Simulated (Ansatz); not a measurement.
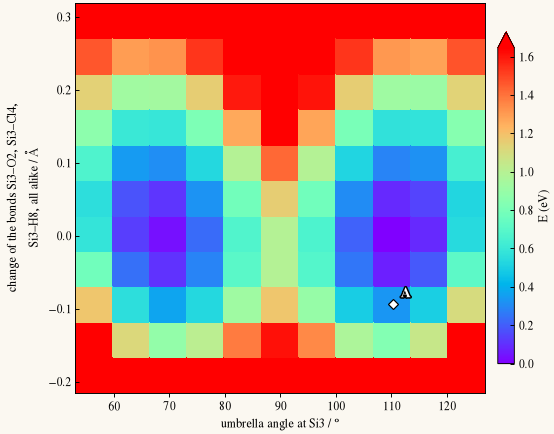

CH₄ClOSi, SMILES CO[SiH]Cl, spin multiplicity 2. The first coordinate is: umbrella angle at Si3 (between each of its bonds and their common axis; 90 is planar); the second: change of the bonds Si3–O2, Si3–Cl4, Si3–H8, all alike. Nothing is relaxed (all other coordinates rigid). The scan uses an 11 × 11 grid. Points are written as (first, second). Energies are in eV, from the lowest grid point. Energies and slopes of some neighbouring points disagree (a jump in structure or state, or too coarse a mesh). Method: UKS SPW92 (LDA)/def2-TZVP (Ansatz 0.2.0).

In the figure: one coloured cell a grid point, one colour for all values above the top of the scale, the point A.

Question: Which way does the force act at A, and how strong is it?

Answer: A, at (110.2°, −0.094 Å), is not a stationary point. The computed force is 0.0013 eV for each degree towards larger values of the first coordinate and 7.7 eV for each Å towards larger values of the second coordinate.
